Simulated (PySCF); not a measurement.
# CH5NOSi (SMILES C1N[SiH2]O1) at 5 levels

Wanted: a comparison of 5 runs (HF/3-21G, HF/def2-SVP, HF/aug-cc-pVDZ, PBE0/def2-SVP, CCSD/6-31G) of CH5NOSi. 

The results are computed with PySCF 2.14.0.

### 1 The system as given

CH5NOSi has 9 atoms, charge 0, and is taken as a singlet. SMILES: `C1N[SiH2]O1`. Geometry: relaxed at PBE0-D4/def2-TZVP.

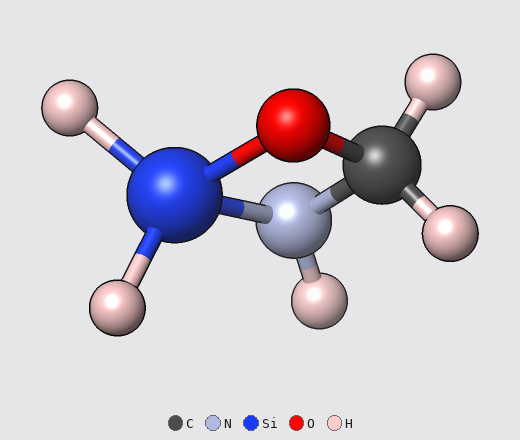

The structure, seen from a chosen angle (carbon dark grey, nitrogen light blue, silicon blue, oxygen red, hydrogen pink).

### 2 Energy and forces at HF/3-21G (run 1)

Contents of calc.py:

```python
import pyscf.grad
from pyscf import gto

mol = gto.Mole()
mol.atom = '''
C       -0.800800       0.729600       0.121700
N       -0.090800       0.039000      -0.961200
Si       0.727200      -0.867100       0.259500
O       -0.320800      -0.023700       1.246100
H       -1.889700       0.630700       0.053900
H       -0.531600       1.788500       0.220600
H        0.287300       0.591800      -1.711300
H        2.176200      -0.596600       0.480800
H        0.531500      -2.338500       0.272900
'''
mol.basis = '3-21g'
mol.spin = 0
mol.max_memory = 1860
mol.verbose = 4
mol.build()

mf = mol.RHF()
mf.conv_tol = 1e-10
mf.kernel()
if not mf.converged:
    mf = mf.newton().run(mf.mo_coeff, mf.mo_occ)

etot = mf.e_tot
print(f'total energy: {etot:.8f} hartree')
grad = mf.Gradients().kernel()
dip = mf.dip_moment()
pop, q = mf.mulliken_pop()
```

Command:

```console
$ OMP_NUM_THREADS=1 python calc.py
```

The program printed:

```text
PySCF version 2.14.0

[... 65 lines left out ...]
converged SCF energy = -456.545325469037
total energy: -456.54532547 hartree
[... 11 lines left out ...]
Dipole moment(X, Y, Z, Debye):  1.35014,  0.98032, -1.83328
[... 21 lines left out ...]
pop of  2 Si 3s           0.69609
pop of  2 Si 4s           0.32587
pop of  2 Si 2px          1.95657
pop of  2 Si 2py          1.95745
pop of  2 Si 2pz          1.95346
pop of  2 Si 3px          0.51377
pop of  2 Si 3py          0.53605
pop of  2 Si 3pz          0.33124
pop of  2 Si 4px          0.10762
pop of  2 Si 4py          0.12813
pop of  2 Si 4pz          0.05663
pop of  3 O 1s            1.98611
pop of  3 O 2s            0.40477
pop of  3 O 3s            1.53528
pop of  3 O 2px           0.71558
pop of  3 O 2py           0.68798
pop of  3 O 2pz           0.68469
pop of  3 O 3px           0.94571
pop of  3 O 3py           0.91143
pop of  3 O 3pz           0.92233
pop of  4 H 1s            0.48588
pop of  4 H 2s            0.29159
pop of  5 H 1s            0.48665
pop of  5 H 2s            0.31501
pop of  6 H 1s            0.43947
pop of  6 H 2s            0.22692
pop of  7 H 1s            0.43108
pop of  7 H 2s            0.83181
pop of  8 H 1s            0.43273
pop of  8 H 2s            0.81759
 ** Mulliken atomic charges  **
charge of    0C =      0.10337
charge of    1N =     -1.01810
charge of    2Si =      1.46733
charge of    3O =     -0.79388
charge of    4H =      0.22252
charge of    5H =      0.19834
charge of    6H =      0.33361
charge of    7H =     -0.26289
charge of    8H =     -0.25031
```

It took 2.4 s on 1 thread of Intel Xeon at 2.70GHz, shared host; peak memory 0.12 GiB.

### 3 Energy and forces at HF/def2-SVP (run 2)

Contents of calc.py:

```python
from pyscf import gto

mol = gto.Mole()
mol.atom = '''
C       -0.800800       0.729600       0.121700
N       -0.090800       0.039000      -0.961200
Si       0.727200      -0.867100       0.259500
O       -0.320800      -0.023700       1.246100
H       -1.889700       0.630700       0.053900
H       -0.531600       1.788500       0.220600
H        0.287300       0.591800      -1.711300
H        2.176200      -0.596600       0.480800
H        0.531500      -2.338500       0.272900
'''
mol.verbose = 4
mol.basis = 'def2-svp'
mol.max_memory = 1860
mol.build()

hf = mol.RHF()
hf.conv_tol = 1e-10
hf.kernel()
if not hf.converged:
    hf = hf.newton().run(hf.mo_coeff, hf.mo_occ)

e_tot = hf.e_tot
print('Final energy', e_tot)
grad = hf.nuc_grad_method().kernel()
hf.analyze()
```

Command:

```console
$ OMP_NUM_THREADS=1 python calc.py
```

The program printed:

```text
PySCF version 2.14.0

[... 81 lines left out ...]
One-electron Energy =                 -988.732692976056455
[... 9 lines left out ...]
MO #5   energy= -6.16166747858231  occ= 2
[... 7 lines left out ...]
MO #13  energy= -0.669821730064195 occ= 2
[... 7 lines left out ...]
MO #21  energy= 0.135070083085948  occ= 0
[... 7 lines left out ...]
MO #29  energy= 0.352886206616687  occ= 0
[... 7 lines left out ...]
MO #37  energy= 0.723720898053921  occ= 0
[... 7 lines left out ...]
MO #45  energy= 1.00241114317902   occ= 0
[... 7 lines left out ...]
MO #53  energy= 1.43940713019585   occ= 0
[... 7 lines left out ...]
MO #61  energy= 1.8987707746051    occ= 0
[... 7 lines left out ...]
MO #69  energy= 2.34178011081707   occ= 0
[... 7 lines left out ...]
MO #77  energy= 3.08101285666132   occ= 0
[... 7 lines left out ...]
MO #85  energy= 3.77667495922112   occ= 0
[... 58 lines left out ...]
pop of  3 O 3dyz          0.00260
pop of  3 O 3dz^2         0.00236
pop of  3 O 3dxz          0.00252
pop of  3 O 3dx2-y2       0.00035
pop of  4 H 1s            0.90332
pop of  4 H 2s            0.01100
pop of  4 H 2px           0.00218
pop of  4 H 2py           0.00021
pop of  4 H 2pz           0.00026
pop of  5 H 1s            0.91598
pop of  5 H 2s            0.01012
pop of  5 H 2px           0.00023
pop of  5 H 2py           0.00213
pop of  5 H 2pz           0.00028
pop of  6 H 1s            0.77356
pop of  6 H 2s            0.01092
pop of  6 H 2px           0.00110
pop of  6 H 2py           0.00087
pop of  6 H 2pz           0.00177
pop of  7 H 1s            1.16614
pop of  7 H 2s            0.00378
pop of  7 H 2px           0.00514
pop of  7 H 2py           0.00031
pop of  7 H 2pz           0.00027
pop of  8 H 1s            1.15523
pop of  8 H 2s            0.00374
pop of  8 H 2px           0.00024
pop of  8 H 2py           0.00551
pop of  8 H 2pz           0.00011
 ** Mulliken atomic charges  **
charge of    0C =      0.21579
charge of    1N =     -0.65720
charge of    2Si =      1.12669
charge of    3O =     -0.71087
charge of    4H =      0.08305
charge of    5H =      0.07125
charge of    6H =      0.21177
charge of    7H =     -0.17564
charge of    8H =     -0.16483
Dipole moment(X, Y, Z, Debye):  0.93799,  0.94395, -1.70832
```

It took 11 s on 1 thread of Intel Xeon at 2.70GHz, shared host; peak memory 0.17 GiB.

### 4 Energy and gradient at HF/aug-cc-pVDZ (run 3)

Contents of calc.py:

```python
# C1N[SiH2]O1
import pyscf.grad
from pyscf import gto, scf

system = gto.M(
    atom='''
C     -1.513293     1.378744     0.229980
N     -0.171587     0.073699    -1.816405
Si     1.374209    -1.638582     0.490384
O     -0.606224    -0.044787     2.354788
H     -3.571015     1.191850     0.101856
H     -1.004578     3.379775     0.416874
H      0.542918     1.118340    -3.233888
H      4.112422    -1.127411     0.908580
H      1.004389    -4.419125     0.515706
''',
    charge=0,
    max_memory=1860,
    verbose=3,
    basis='aug-cc-pvdz',
    spin=0,
    unit='bohr',
)

calc0 = scf.RHF(system)
calc0.conv_tol = 1e-10
calc0.kernel()
if not calc0.converged:
    calc0 = calc0.newton().run(calc0.mo_coeff, calc0.mo_occ)

e_final = calc0.e_tot
print('E(%s) = %.9f' % ('HF', e_final))
grad = calc0.Gradients().kernel()
calc0.analyze()
```

Command:

```console
$ OMP_NUM_THREADS=1 python calc.py
```

The program printed:

```text
converged SCF energy = -459.058973379749
[... 18 lines left out ...]
MO #9   energy= -1.37787161148073  occ= 2
[... 11 lines left out ...]
MO #21  energy= 0.0336739895508509 occ= 0
[... 11 lines left out ...]
MO #33  energy= 0.167803761497885  occ= 0
[... 11 lines left out ...]
MO #45  energy= 0.314689172133727  occ= 0
[... 11 lines left out ...]
MO #57  energy= 0.47433234787687   occ= 0
[... 11 lines left out ...]
MO #69  energy= 0.660732018873698  occ= 0
[... 11 lines left out ...]
MO #81  energy= 0.86613209182657   occ= 0
[... 11 lines left out ...]
MO #93  energy= 1.23910074341809   occ= 0
[... 11 lines left out ...]
MO #105 energy= 1.77978003457239   occ= 0
[... 11 lines left out ...]
MO #117 energy= 2.21022382358035   occ= 0
[... 11 lines left out ...]
MO #129 energy= 2.81691422597026   occ= 0
[... 11 lines left out ...]
MO #141 energy= 3.95708737464834   occ= 0
[... 10 lines left out ...]
Dipole moment(X, Y, Z, Debye):  0.95242,  0.81742, -1.54543
```

Wall time 53 s (1 thread of Intel Xeon at 2.70GHz, shared host); peak memory 0.49 GiB.

Run 4 isn't shown in full; the table further down has it.

### 5 A single-point energy at CCSD/6-31G (run 5)

Contents of job.py:

```python
from pyscf import gto, cc

molecule = gto.M(
    atom='''
C     -0.800800     0.729600     0.121700
N     -0.090800     0.039000    -0.961200
Si     0.727200    -0.867100     0.259500
O     -0.320800    -0.023700     1.246100
H     -1.889700     0.630700     0.053900
H     -0.531600     1.788500     0.220600
H      0.287300     0.591800    -1.711300
H      2.176200    -0.596600     0.480800
H      0.531500    -2.338500     0.272900
''',
    basis='6-31g',
    max_memory=1860,
    verbose=4,
    spin=0,
)

calc0 = molecule.RHF()
calc0.conv_tol = 1e-10
calc0.kernel()
if not calc0.converged:
    calc0 = calc0.newton().run(calc0.mo_coeff, calc0.mo_occ)

mycc = cc.CCSD(calc0, frozen=8)
mycc.kernel()
energy = mycc.e_tot
print(f'total energy: {energy:.8f} hartree')
dip = calc0.dip_moment()
pop, q = calc0.mulliken_pop()
```

Command:

```console
$ OMP_NUM_THREADS=1 python job.py
```

The program printed:

```text
PySCF version 2.14.0

[... 65 lines left out ...]
converged SCF energy = -458.860842079358
[... 12 lines left out ...]
Init t2, MP2 energy = -459.22840159515  E_corr(MP2) -0.367559515792387
[... 11 lines left out ...]
CCSD converged
[... 1 line left out ...]
total energy: -459.25704772 hartree
Dipole moment(X, Y, Z, Debye):  1.61835,  0.86538, -2.00870
[... 21 lines left out ...]
pop of  2 Si 3s           0.92612
pop of  2 Si 4s           0.08943
pop of  2 Si 2px          1.99232
pop of  2 Si 2py          1.99253
pop of  2 Si 2pz          1.99112
pop of  2 Si 3px          0.60196
pop of  2 Si 3py          0.63746
pop of  2 Si 3pz          0.33602
pop of  2 Si 4px          0.00115
pop of  2 Si 4py          0.01659
pop of  2 Si 4pz         -0.01151
pop of  3 O 1s            1.99793
pop of  3 O 2s            0.87194
pop of  3 O 3s            1.09395
pop of  3 O 2px           0.98458
pop of  3 O 2py           0.95184
pop of  3 O 2pz           0.94671
pop of  3 O 3px           0.69568
pop of  3 O 3py           0.66816
pop of  3 O 3pz           0.65984
pop of  4 H 1s            0.54425
pop of  4 H 2s            0.26411
pop of  5 H 1s            0.54640
pop of  5 H 2s            0.28541
pop of  6 H 1s            0.50653
pop of  6 H 2s            0.13625
pop of  7 H 1s            0.50795
pop of  7 H 2s            0.71982
pop of  8 H 1s            0.50938
pop of  8 H 2s            0.70309
 ** Mulliken atomic charges  **
charge of    0C =      0.21536
charge of    1N =     -1.05022
charge of    2Si =      1.42870
charge of    3O =     -0.87064
charge of    4H =      0.19163
charge of    5H =      0.16819
charge of    6H =      0.35722
charge of    7H =     -0.22777
charge of    8H =     -0.21247
```

Run time: 3.9 s. Hardware: 1 thread of Intel Xeon at 2.70GHz, shared host; peak memory 0.16 GiB.

### 6 The series

| run | level | integration grid | task | energy (Eh) | dipole moment (D) of the reference | HOMO energy (eV) | LUMO energy (eV) | wall time |
| --- | --- | --- | --- | --- | --- | --- | --- | --- |
| 1 | HF/3-21G | – | gradient | -456.545325 | 2.48 | -10.27 | 3.72 | 2.4 s |
| 2 | HF/def2-SVP | – | gradient | -458.815320 | 2.17 | -10.59 | 3.68 | 11 s |
| 3 | HF/aug-cc-pVDZ | – | gradient | -459.058973 | 1.99 | -10.52 | 0.92 | 53 s |
| 4 | PBE0/def2-SVP | 5 | gradient | -460.057557 | 1.99 | -6.97 | 0.18 | 51 s |
| 5 | CCSD/6-31G | – | energy | -459.257048 | 2.72 | -10.43 | 3.04 | 3.9 s |

### 7 Outcome

```
                                          quantity          value
                               run 5: total energy  -459.25705 Eh
       run 5: dipole moment (Hartree–Fock density)         2.72 D
        run 5: HOMO energy (Hartree–Fock orbitals)      -10.43 eV
        run 5: LUMO energy (Hartree–Fock orbitals)        3.04 eV
      run 5: HOMO–LUMO gap (Hartree–Fock orbitals)       13.47 eV
run 5: correlation energy (8 core orbitals frozen)     -396.2 mEh
                              run 5: T1 diagnostic          0.011
```

Over runs 1, 2, 3, 4 the dipole moment (its size) runs from 1.99 D (PBE0/def2-SVP) to 2.48 D (HF/3-21G). The two ends differ in method and basis. Over runs 1, 2, 3, 4 the HOMO–LUMO gap runs from 7.15 eV (PBE0/def2-SVP) to 14.26 eV (HF/def2-SVP). Exact exchange widens orbital gaps. All runs together took 2 min, the longest 53 s.
